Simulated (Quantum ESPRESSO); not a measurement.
# Magnetic state of CoSi from several starts

Aim: find out which collinear order of CoSi costs least.

Method: PBE; plane waves with GBRV 1.5 PBE potentials, no spin-orbit coupling, in Quantum ESPRESSO 7.5.

The database entry behind the starting cell differs from later determinations by our own check (0.1 to 0.3 % short, probably kX units), so it need not match the best structure at ambient conditions.

## Step 1: Starting point

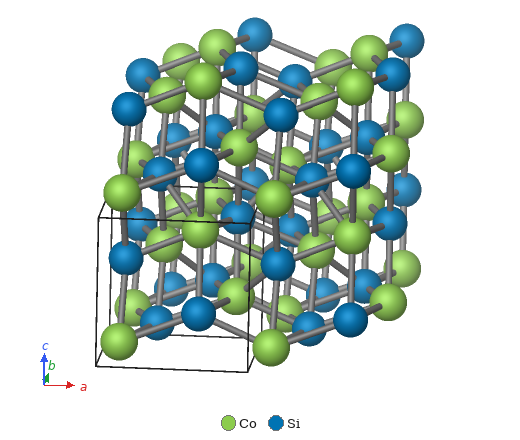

Start, viewed slightly off an axis; cobalt green, silicon blue. 2×2×2 cells are drawn.

The cell comes from the Crystallography Open Database.

## Step 2: Run 1 (ferro ++++)

The signs are those of the starting moments on the seeded atoms, the atoms that are given a moment.

Input file pw.in:

```
&CONTROL
  calculation = 'scf'
  prefix = 'pwscf'
  outdir = './tmp'
  pseudo_dir = './pseudo'
  disk_io = 'nowf'
/
&SYSTEM
  ibrav = 0
  celldm(1) = 8
  nat = 8
  ntyp = 2
  ecutwfc = 40
  ecutrho = 280
  nbnd = 59
  occupations = 'smearing'
  smearing = 'fd'
  degauss = 0.00367493
  nspin = 2
  starting_magnetization(1) = 0.1176
  starting_magnetization(2) = 0
/
&ELECTRONS
  conv_thr = 1.6d-08
  electron_maxstep = 150
  mixing_beta = 0.3
/
ATOMIC_SPECIES
Co     58.9332 co_pbe_v1.2.uspp.F.UPF
Si     28.0850 si_pbe_v1.uspp.F.UPF
CELL_PARAMETERS alat
   1.0483255676361    0.0000000000000    0.0000000000000
   0.0000000000000    1.0483255676361    0.0000000000000
   0.0000000000000    0.0000000000000    1.0483255676361
ATOMIC_POSITIONS crystal
Co      0.1400000000    0.1400000000    0.1400000000
Co      0.3600000000    0.8600000000    0.6400000000
Co      0.6400000000    0.3600000000    0.8600000000
Co      0.8600000000    0.6400000000    0.3600000000
Si      0.8430000000    0.8430000000    0.8430000000
Si      0.6570000000    0.1570000000    0.3430000000
Si      0.3430000000    0.6570000000    0.1570000000
Si      0.1570000000    0.3430000000    0.6570000000
K_POINTS automatic
8 8 8 0 0 0
```

Command:

```console
> OMP_NUM_THREADS=1 mpirun -n 4 pw.x -nk 4 -in pw.in > pw.out
```

The program printed:

```text
Program PWSCF v.7.5 starts

     Message from routine setup:
     using ibrav=0 with symmetry is DISCOURAGED, use correct ibrav instead

     K-points division:     npool     =       4
     Subspace diagonalization in iterative solution of the eigenvalue problem:

     G-vector sticks info
     --------------------
     sticks:   dense  smooth     PW     G-vecs:    dense   smooth      PW
     Sum        1565     885    277                46681    20197    3407

     Using Slab Decomposition

     bravais-lattice index     =            0
     lattice parameter (alat)  =       8.0000  a.u.
     unit-cell volume          =     589.8730 (a.u.)^3
     number of atoms/cell      =            8
     number of atomic types    =            2
     number of electrons       =        84.00
     number of Kohn-Sham states=           59
     kinetic-energy cutoff     =      40.0000  Ry
     charge density cutoff     =     280.0000  Ry
     scf convergence threshold =      1.6E-08
     mixing beta               =       0.3000
     number of iterations used =            8  plain     mixing
     Exchange-correlation= SLA  PW   PBE  PBE
                           (   1   4   3   4   0   0   0)

     celldm(1)=   8.000000  celldm(2)=   0.000000  celldm(3)=   0.000000
     celldm(4)=   0.000000  celldm(5)=   0.000000  celldm(6)=   0.000000

     crystal axes: (cart. coord. in units of alat)
               a(1) = (   1.048326   0.000000   0.000000 )
               a(2) = (   0.000000   1.048326   0.000000 )
               a(3) = (   0.000000   0.000000   1.048326 )

     reciprocal axes: (cart. coord. in units 2 pi/alat)
               b(1) = (  0.953902  0.000000  0.000000 )
               b(2) = (  0.000000  0.953902  0.000000 )
               b(3) = (  0.000000  0.000000  0.953902 )

     PseudoPot. # 1 for Co read from file:
     co_pbe_v1.2.uspp.F.UPF
     Pseudo is Ultrasoft + core correction, Zval = 17.0
     Generated by new atomic code, or converted to UPF format
     Using radial grid of  863 points,  6 beta functions with:
                l(1) =   0
                l(2) =   0
                l(3) =   1
                l(4) =   1
                l(5) =   2
                l(6) =   2
     Q(r) pseudized with  8 coefficients,  rinner =    1.200   1.200   1.200
                                                       1.200   1.200

     PseudoPot. # 2 for Si read from file:
     si_pbe_v1.uspp.F.UPF
     Pseudo is Ultrasoft + core correction, Zval =  4.0
     Generated by new atomic code, or converted to UPF format
     Using radial grid of  899 points,  6 beta functions with:
                l(1) =   0
                l(2) =   0
                l(3) =   1
                l(4) =   1
                l(5) =   2
                l(6) =   2
     Q(r) pseudized with  8 coefficients,  rinner =    0.900   0.900   0.900
                                                       0.900   0.900

     atomic species   valence    mass     pseudopotential
     Co               17.00    58.93320     Co( 1.00)
     Si                4.00    28.08500     Si( 1.00)

     Starting magnetic structure
     atomic species   magnetization
     Co              0.118
     Si              0.000

     12 Sym. Ops. (no inversion) found ( 9 have fractional translation)

   Cartesian axes

     site n.     atom                  positions (alat units)
         1        Co     tau(   1) = (   0.1467656   0.1467656   0.1467656  )
         2        Co     tau(   2) = (   0.3773972   0.9015600   0.6709284  )
         3        Co     tau(   3) = (   0.6709284   0.3773972   0.9015600  )
         4        Co     tau(   4) = (   0.9015600   0.6709284   0.3773972  )
         5        Si     tau(   5) = (   0.8837385   0.8837385   0.8837385  )
         6        Si     tau(   6) = (   0.6887499   0.1645871   0.3595757  )
         7        Si     tau(   7) = (   0.3595757   0.6887499   0.1645871  )
         8        Si     tau(   8) = (   0.1645871   0.3595757   0.6887499  )

     number of k points=    45  Fermi-Dirac smearing, width (Ry)=  0.0037
                       cart. coord. in units 2pi/alat
        k(    1) = (   0.0000000   0.0000000   0.0000000), wk =   0.0019531
        k(    2) = (   0.0000000   0.0000000   0.1192378), wk =   0.0117188
        k(    3) = (   0.0000000   0.0000000   0.2384755), wk =   0.0117188
        k(    4) = (   0.0000000   0.0000000   0.3577133), wk =   0.0117188
        k(    5) = (   0.0000000   0.0000000  -0.4769511), wk =   0.0058594
        [... 40 further k-points ...]

     Dense  grid:    46681 G-vectors     FFT dimensions: (  48,  48,  48)

     Smooth grid:    20197 G-vectors     FFT dimensions: (  36,  36,  36)

     Check: negative core charge=   -0.000027
     Generating pointlists ...
     new r_m :   0.2225 (alat units)  1.7796 (a.u.) for type    1
     new r_m :   0.2225 (alat units)  1.7796 (a.u.) for type    2

     Initial potential from superposition of free atoms

     starting charge      79.9973, renormalised to      84.0000
     Starting wfcs are   68 randomized atomic wfcs

     Self-consistent Calculation

     iteration #  1     ecut=    40.00 Ry     beta= 0.30
     Davidson diagonalization with overlap
     ethr =  1.00E-02,  avg # of iterations =  4.9

     total energy              =   -1211.05864690 Ry
     estimated scf accuracy    <      62.16926912 Ry

     total magnetization       =     2.36 Bohr mag/cell
     absolute magnetization    =     3.09 Bohr mag/cell

     iteration #  2     ecut=    40.00 Ry     beta= 0.30
     Davidson diagonalization with overlap
     ethr =  1.00E-02,  avg # of iterations =  3.0

     total energy              =   -1229.49426234 Ry
     estimated scf accuracy    <      48.10271903 Ry

     total magnetization       =     0.27 Bohr mag/cell
     absolute magnetization    =     0.45 Bohr mag/cell

     iteration #  3     ecut=    40.00 Ry     beta= 0.30
     Davidson diagonalization with overlap
     ethr =  1.00E-02,  avg # of iterations =  2.0

     total energy              =   -1232.60544169 Ry
     estimated scf accuracy    <       2.96439422 Ry

     total magnetization       =     0.91 Bohr mag/cell
     absolute magnetization    =     2.11 Bohr mag/cell

     [... further iterations left out ...]

     iteration # 12     ecut=    40.00 Ry     beta= 0.30
     Davidson diagonalization with overlap
     ethr =  4.41E-07,  avg # of iterations =  1.5

     total energy              =   -1232.68274158 Ry
     estimated scf accuracy    <       0.00000193 Ry

     total magnetization       =    -0.00 Bohr mag/cell
     absolute magnetization    =     0.00 Bohr mag/cell

     iteration # 13     ecut=    40.00 Ry     beta= 0.30
     Davidson diagonalization with overlap
     ethr =  2.30E-09,  avg # of iterations =  4.0

     total energy              =   -1232.68274270 Ry
     estimated scf accuracy    <       0.00000115 Ry

     total magnetization       =     0.00 Bohr mag/cell
     absolute magnetization    =     0.00 Bohr mag/cell

     iteration # 14     ecut=    40.00 Ry     beta= 0.30
     Davidson diagonalization with overlap
     ethr =  1.37E-09,  avg # of iterations =  1.5

     total energy              =   -1232.68274286 Ry
     estimated scf accuracy    <       0.00000003 Ry

     total magnetization       =     0.00 Bohr mag/cell
     absolute magnetization    =     0.00 Bohr mag/cell

     iteration # 15     ecut=    40.00 Ry     beta= 0.30
     Davidson diagonalization with overlap
     ethr =  3.74E-11,  avg # of iterations =  3.2

     Magnetic moment per site  (integrated on atomic sphere of radius R)
     atom   1 (R=0.222)  charge= 15.2924  magn=  0.0001
     atom   2 (R=0.222)  charge= 15.2924  magn=  0.0001
     atom   3 (R=0.222)  charge= 15.2924  magn=  0.0001
     atom   4 (R=0.222)  charge= 15.2924  magn=  0.0001
     atom   5 (R=0.222)  charge=  1.7036  magn= -0.0000
     atom   6 (R=0.222)  charge=  1.7036  magn= -0.0000
     atom   7 (R=0.222)  charge=  1.7036  magn= -0.0000
     atom   8 (R=0.222)  charge=  1.7036  magn= -0.0000

     End of self-consistent calculation

     [... lines left out ...]
     the Fermi energy is    16.5160 ev

!    total energy              =   -1232.68274289 Ry
     estimated scf accuracy    <          4.3E-09 Ry
     smearing contrib. (-TS)   =      -0.00105261 Ry
     internal energy E=F+TS    =   -1232.68169028 Ry

     The total energy is F=E-TS. E is the sum of the following terms:
     one-electron contribution =    -812.61590814 Ry
     hartree contribution      =     458.62313621 Ry
     xc contribution           =    -148.90964785 Ry
     ewald contribution        =    -729.77927050 Ry

     total magnetization       =     0.00 Bohr mag/cell
     absolute magnetization    =     0.00 Bohr mag/cell

     convergence has been achieved in  15 iterations

=------------------------------------------------------------------------------=
   JOB DONE.
=------------------------------------------------------------------------------=
```

It took 1.8 min on 4 MPI ranks of Intel Xeon Platinum 8175M at 2.50GHz (Skylake/Cascade Lake), shared host; peak memory 0.68 GiB; 7.1 min of CPU time.

Spin moment in the atom's sphere by atom:

```csv
atom,spin moment in the atom's sphere (μB)
Co1,0.0001
Co2,0.0001
Co3,0.0001
Co4,0.0001
Si5,0.0000
Si6,0.0000
Si7,0.0000
Si8,0.0000
```

Read from the output:

| Property | Result |
| --- | --- |
| smearing term TS | 0.01432 eV |
| magnetization | 0 μB |
| absolute magnetization | 0 μB |
| final state | non-magnetic |

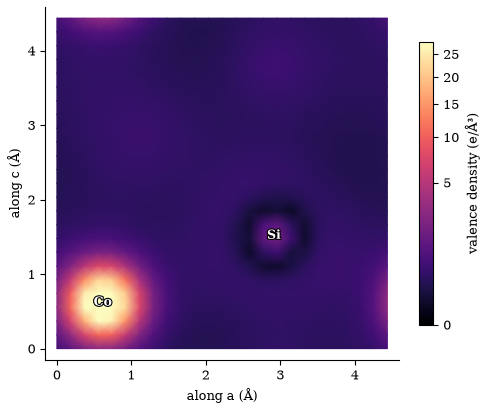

Valence density in the ac plane at fractional y = 0.140, with atoms of Co and Si within 0.2 Å of it. It is the smooth field of the valence electrons, not physical close to the nuclei. The colour scale is stretched toward low values.

## Step 3: Run 2 (antiferro ++−−)

pw.in: that of step 2 with these lines changed.

```diff
@@ -11,6 +11,6 @@
   nat = 8
-  ntyp = 2
+  ntyp = 3
   ecutwfc = 40
   ecutrho = 280
-  nbnd = 59
+  nbnd = 55
   occupations = 'smearing'
@@ -20,3 +20,4 @@
   starting_magnetization(1) = 0.1176
-  starting_magnetization(2) = 0
+  starting_magnetization(2) = -0.1176
+  starting_magnetization(3) = 0
 /
@@ -28,3 +29,4 @@
 ATOMIC_SPECIES
-Co     58.9332 co_pbe_v1.2.uspp.F.UPF
+Co1    58.9332 co_pbe_v1.2.uspp.F.UPF
+Co2    58.9332 co_pbe_v1.2.uspp.F.UPF
 Si     28.0850 si_pbe_v1.uspp.F.UPF
@@ -35,6 +37,6 @@
 ATOMIC_POSITIONS crystal
-Co      0.1400000000    0.1400000000    0.1400000000
-Co      0.3600000000    0.8600000000    0.6400000000
-Co      0.6400000000    0.3600000000    0.8600000000
-Co      0.8600000000    0.6400000000    0.3600000000
+Co1     0.1400000000    0.1400000000    0.1400000000
+Co1     0.3600000000    0.8600000000    0.6400000000
+Co2     0.6400000000    0.3600000000    0.8600000000
+Co2     0.8600000000    0.6400000000    0.3600000000
 Si      0.8430000000    0.8430000000    0.8430000000
```

The program printed:

```text
[banner, memory and clock lines left out]
Program PWSCF v.7.5 starts

     Message from routine setup:
     using ibrav=0 with symmetry is DISCOURAGED, use correct ibrav instead

     bravais-lattice index     =            0
     lattice parameter (alat)  =       8.0000  a.u.
     unit-cell volume          =     589.8730 (a.u.)^3
     number of atoms/cell      =            8
     number of atomic types    =            3
     number of electrons       =        84.00
     number of Kohn-Sham states=           55
     kinetic-energy cutoff     =      40.0000  Ry
     charge density cutoff     =     280.0000  Ry
     scf convergence threshold =      1.6E-08
     mixing beta               =       0.3000
     number of iterations used =            8  plain     mixing
     Exchange-correlation= SLA  PW   PBE  PBE
                           (   1   4   3   4   0   0   0)

     celldm(1)=   8.000000  celldm(2)=   0.000000  celldm(3)=   0.000000
     celldm(4)=   0.000000  celldm(5)=   0.000000  celldm(6)=   0.000000

     crystal axes: (cart. coord. in units of alat)
               a(1) = (   1.048326   0.000000   0.000000 )
               a(2) = (   0.000000   1.048326   0.000000 )
               a(3) = (   0.000000   0.000000   1.048326 )

     reciprocal axes: (cart. coord. in units 2 pi/alat)
               b(1) = (  0.953902  0.000000  0.000000 )
               b(2) = (  0.000000  0.953902  0.000000 )
               b(3) = (  0.000000  0.000000  0.953902 )

     PseudoPot. # 1 for Co read from file:
     co_pbe_v1.2.uspp.F.UPF
     Pseudo is Ultrasoft + core correction, Zval = 17.0

     PseudoPot. # 2 for Co read from file:
     co_pbe_v1.2.uspp.F.UPF
     Pseudo is Ultrasoft + core correction, Zval = 17.0

     PseudoPot. # 3 for Si read from file:
     si_pbe_v1.uspp.F.UPF
     Pseudo is Ultrasoft + core correction, Zval =  4.0

     atomic species   valence    mass     pseudopotential
     Co1              17.00    58.93320     Co( 1.00)
     Co2              17.00    58.93320     Co( 1.00)
     Si                4.00    28.08500     Si( 1.00)

     Starting magnetic structure
     atomic species   magnetization
     Co1             0.118
     Co2            -0.118
     Si              0.000

      2 Sym. Ops. (no inversion) found ( 1 have fractional translation)

   Cartesian axes

     site n.     atom                  positions (alat units)
         1        Co1    tau(   1) = (   0.1467656   0.1467656   0.1467656  )
         2        Co1    tau(   2) = (   0.3773972   0.9015600   0.6709284  )
         3        Co2    tau(   3) = (   0.6709284   0.3773972   0.9015600  )
         4        Co2    tau(   4) = (   0.9015600   0.6709284   0.3773972  )
         5        Si     tau(   5) = (   0.8837385   0.8837385   0.8837385  )
         6        Si     tau(   6) = (   0.6887499   0.1645871   0.3595757  )
         7        Si     tau(   7) = (   0.3595757   0.6887499   0.1645871  )
         8        Si     tau(   8) = (   0.1645871   0.3595757   0.6887499  )

     number of k points=   170  Fermi-Dirac smearing, width (Ry)=  0.0037

     Number of k-points >= 100: set verbosity='high' to print them.

     Dense  grid:    46681 G-vectors     FFT dimensions: (  48,  45,  48)

     Smooth grid:    20197 G-vectors     FFT dimensions: (  36,  36,  36)

     Check: negative core charge=   -0.000026
     Generating pointlists ...
     new r_m :   0.2225 (alat units)  1.7796 (a.u.) for type    1
     new r_m :   0.2225 (alat units)  1.7796 (a.u.) for type    2
     new r_m :   0.2225 (alat units)  1.7796 (a.u.) for type    3

     Initial potential from superposition of free atoms

     starting charge      79.9973, renormalised to      84.0000
     Starting wfcs are   68 randomized atomic wfcs

     Self-consistent Calculation

     iteration #  1     ecut=    40.00 Ry     beta= 0.30
     Davidson diagonalization with overlap
     ethr =  1.00E-02,  avg # of iterations =  3.2

     total energy              =   -1211.65411536 Ry
     estimated scf accuracy    <      60.82890058 Ry

     total magnetization       =    -0.00 Bohr mag/cell
     absolute magnetization    =     3.76 Bohr mag/cell

     iteration #  2     ecut=    40.00 Ry     beta= 0.30
     Davidson diagonalization with overlap
     ethr =  1.00E-02,  avg # of iterations =  3.0

     total energy              =   -1229.45076116 Ry
     estimated scf accuracy    <      47.08513324 Ry

     total magnetization       =    -0.00 Bohr mag/cell
     absolute magnetization    =     0.43 Bohr mag/cell

     [... further iterations left out ...]

     iteration # 17     ecut=    40.00 Ry     beta= 0.30
     Davidson diagonalization with overlap
     ethr =  8.80E-11,  avg # of iterations =  3.9

     total energy              =   -1232.68274274 Ry
     estimated scf accuracy    <       0.00000015 Ry

     total magnetization       =    -0.00 Bohr mag/cell
     absolute magnetization    =     0.00 Bohr mag/cell

     iteration # 18     ecut=    40.00 Ry     beta= 0.30
     Davidson diagonalization with overlap
     ethr =  8.80E-11,  avg # of iterations =  2.0

     Magnetic moment per site  (integrated on atomic sphere of radius R)
     atom   1 (R=0.222)  charge= 15.2924  magn=  0.0001
     atom   2 (R=0.222)  charge= 15.2924  magn=  0.0001
     atom   3 (R=0.222)  charge= 15.2924  magn= -0.0001
     atom   4 (R=0.222)  charge= 15.2924  magn= -0.0001
     atom   5 (R=0.222)  charge=  1.7030  magn=  0.0000
     atom   6 (R=0.222)  charge=  1.7030  magn=  0.0000
     atom   7 (R=0.222)  charge=  1.7032  magn= -0.0000
     atom   8 (R=0.222)  charge=  1.7032  magn= -0.0000

     End of self-consistent calculation

     Number of k-points >= 100: set verbosity='high' to print the bands.

     the Fermi energy is    16.5160 ev

!    total energy              =   -1232.68274276 Ry
     estimated scf accuracy    <          5.7E-09 Ry
     smearing contrib. (-TS)   =      -0.00105263 Ry
     internal energy E=F+TS    =   -1232.68169013 Ry

     The total energy is F=E-TS. E is the sum of the following terms:
     one-electron contribution =    -812.61440467 Ry
     hartree contribution      =     458.62145797 Ry
     xc contribution           =    -148.90947293 Ry
     ewald contribution        =    -729.77927050 Ry

     total magnetization       =    -0.00 Bohr mag/cell
     absolute magnetization    =     0.00 Bohr mag/cell

     convergence has been achieved in  18 iterations
```

It took 7 min on 4 MPI ranks; peak memory 1.2 GiB; 28 min of CPU time.

Spin moment in the atom's sphere by atom:

```csv
atom,spin moment in the atom's sphere (μB)
Co1,0.0001
Co2,0.0001
Co3,-0.0001
Co4,-0.0001
Si5,0.0000
Si6,0.0000
Si7,0.0000
Si8,0.0000
```

Numbers from this step:

- smearing term TS: 0.01432 eV
- magnetization: 0 μB
- absolute magnetization: 0 μB
- final state: non-magnetic

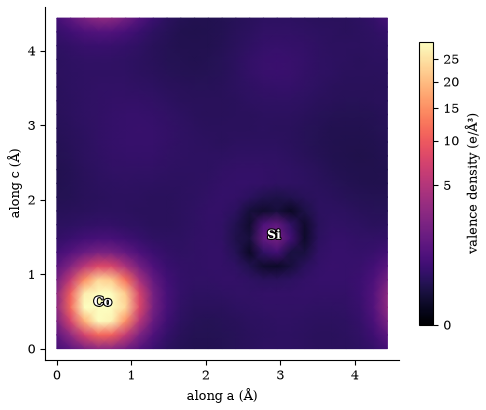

Valence density in the ac plane at fractional y = 0.140, with atoms of Co and Si within 0.2 Å of it. It is the smooth field of the valence electrons, not physical close to the nuclei. The colour scale is stretched toward low values.

(Part 1 of 2 ends here.)

[Logs and program files are shortened in this print: banners, set-up blocks, solver, clock and traceback lines can be left out without a mark of their own.]

[Logs are printed without paths, hosts, clocks, repeated set-up lines and the standing remarks that a program may print on its own settings, such as how far it seeks lower states.]

[Hosts, paths, dates, database ids (printed as entryN), source tags and the programs' standing remarks are cut or masked in the printed files.]

[Where a cell is said to come from a database of computed structures, the database is the Materials Project.]
